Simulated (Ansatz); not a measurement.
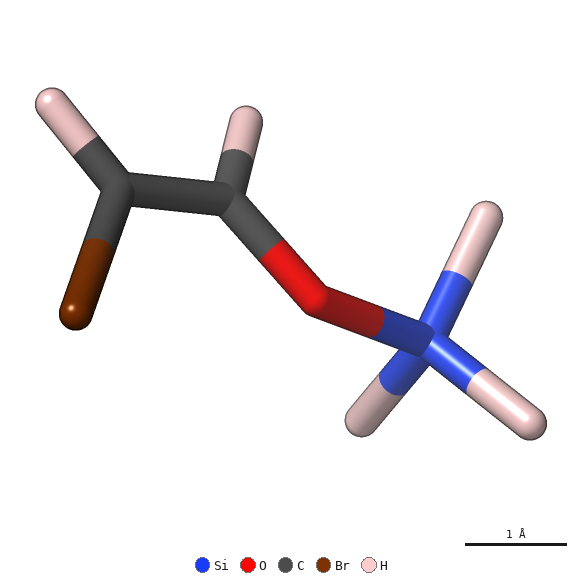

Stick drawing of a structure. Every bond is drawn as one stick, whatever its order.

Computed geometry: PBE0-D4/def2-TZVP optimisation. No frequency run is at hand to confirm it as a minimum.

What does the picture show?

Formula C₂H₅BrOSi. As SMILES it reads `[SiH3]O/C=C\Br`. It has no ring. Among its groups: alkene, C–Br bond, Si–H bond, Si–O bond. This geometry has C1 symmetry. Coordination: 1 Si tetrahedral; 1 O bent; 2 C trigonal planar.

The parts below concern this one geometry. Atoms keep their numbers from picture to picture.

### Shape

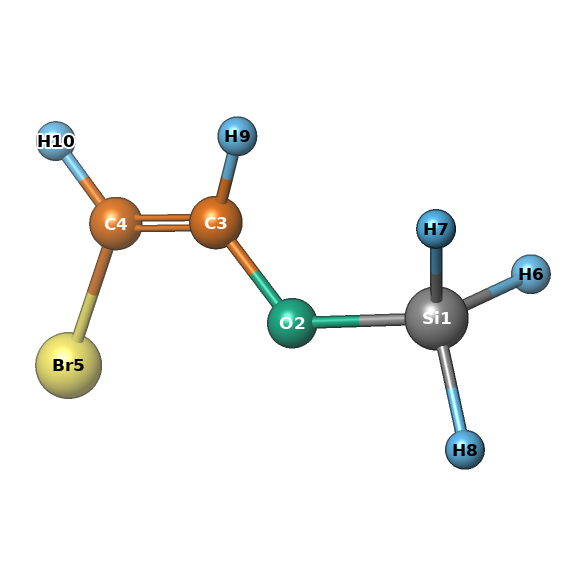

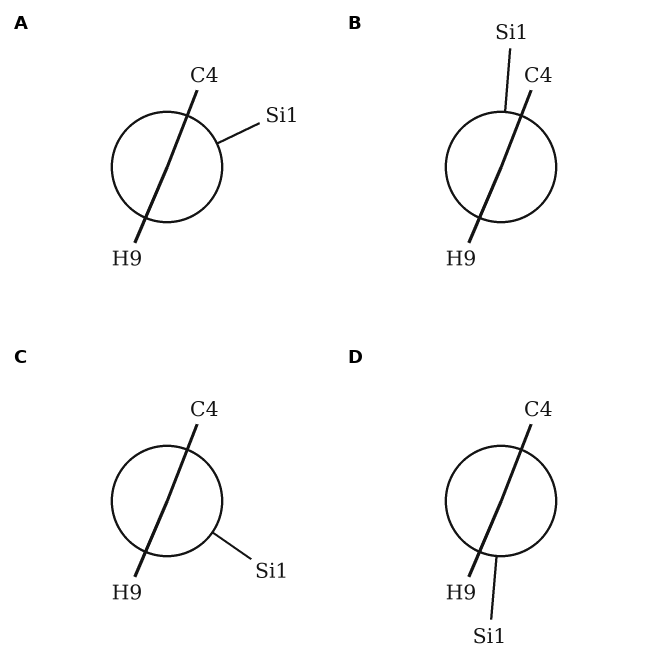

Distant atoms are faded towards the background colour. Bonds that would overlap in a projection are set slightly apart. No frequency run is at hand to confirm it as a minimum.

**Which Newman projection shows the view along C3–O2, with C3 in front?**

D. The torsion angle C4–C3–O2–Si1 is 163°, antiperiplanar (anti).

### Charges

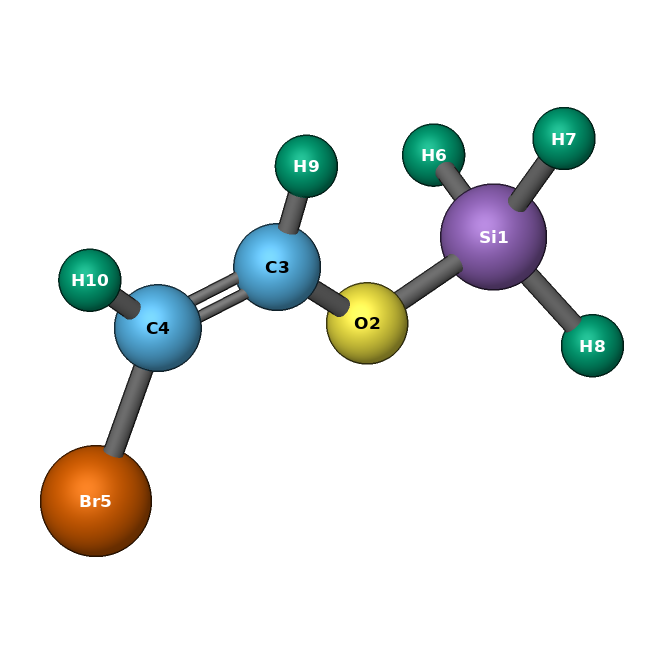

The questions are on Mulliken charges. No frequency run is at hand to confirm it as a minimum. Properties computed with RKS B3LYP-D4/def2-TZVPP (Ansatz 0.2.0).

List the Mulliken charges.

```json
{"atom": "Si1", "value (e)": "0.42"}
{"atom": "O2", "value (e)": "−0.32"}
{"atom": "C3", "value (e)": "0.05"}
{"atom": "C4", "value (e)": "−0.15"}
{"atom": "Br5", "value (e)": "−0.05"}
{"atom": "H6", "value (e)": "−0.06"}
{"atom": "H7", "value (e)": "−0.07"}
{"atom": "H8", "value (e)": "−0.05"}
{"atom": "H9", "value (e)": "0.11"}
{"atom": "H10", "value (e)": "0.12"}
```

### Electronic properties

No frequency run is at hand to confirm it as a minimum. Level of theory: RKS PBE0-D4/def2-TZVPP (Ansatz 0.2.0).

Computed properties:

- HOMO energy (Kohn–Sham orbital): −6.75 eV
- LUMO energy (Kohn–Sham orbital): −0.16 eV
- HOMO–LUMO gap: 6.59 eV
- dispersion correction: −19.1 kJ/mol

### Dipole moment

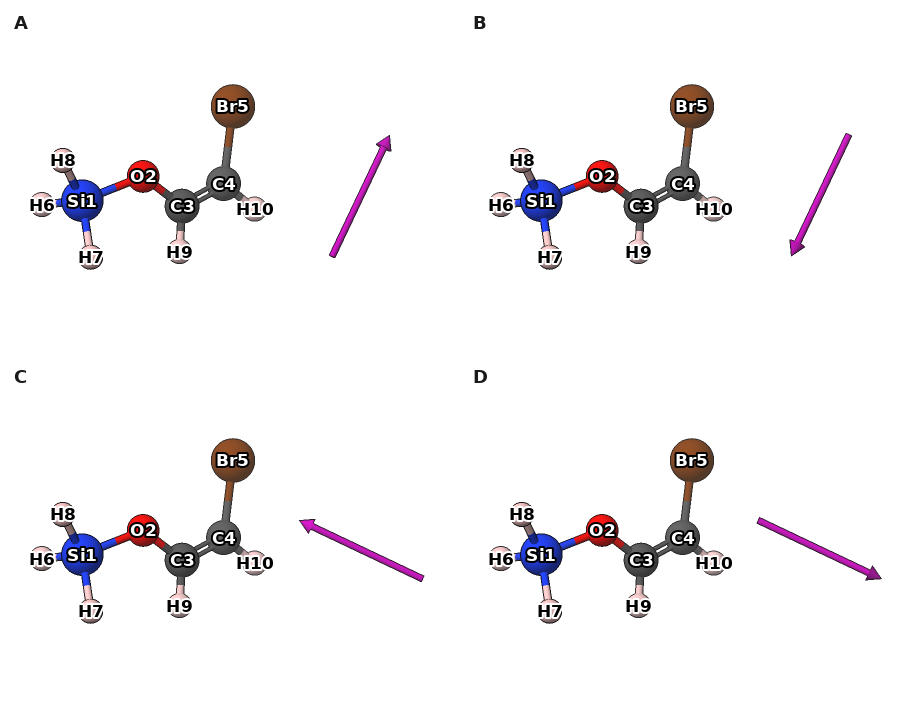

The same molecule four times, each with an arrow. No frequency run is at hand to confirm it as a minimum. Method: RKS ωB97M-V/def2-TZVPP (Ansatz 0.2.0).

**Which arrow points along the dipole moment, from the negative to the positive end?**

B. The dipole moment is 2.43 D; it points from the side of Br5 to the side of H7 (the outermost atoms at the two ends).

Mulliken values depend strongly on the basis set and can even reverse the polarity of a bond.
